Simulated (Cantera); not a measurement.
Feed: 1 mol H2S, 3.9 mol H2O, equilibrated at 110 bar.

Method: chemical equilibrium by Gibbs-energy minimisation in Cantera with the NASA 1993 tables (ideal gas, pure condensed phases). Candidate condensed phases: H2O, H2SO4, S; 19 gas species. The ideal-gas law is rough above about 30 bar. Gases not in the tables: S3 to S7. Rates play no part.

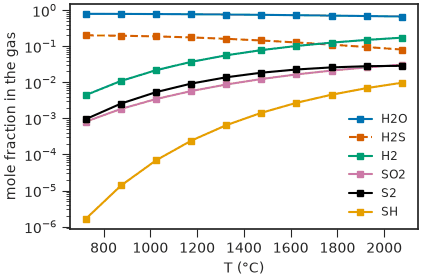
*Equilibrium gas composition (values under 1e-9 drawn at 1e-9)*

From 725 °C to 2075 °C nothing is condensed.
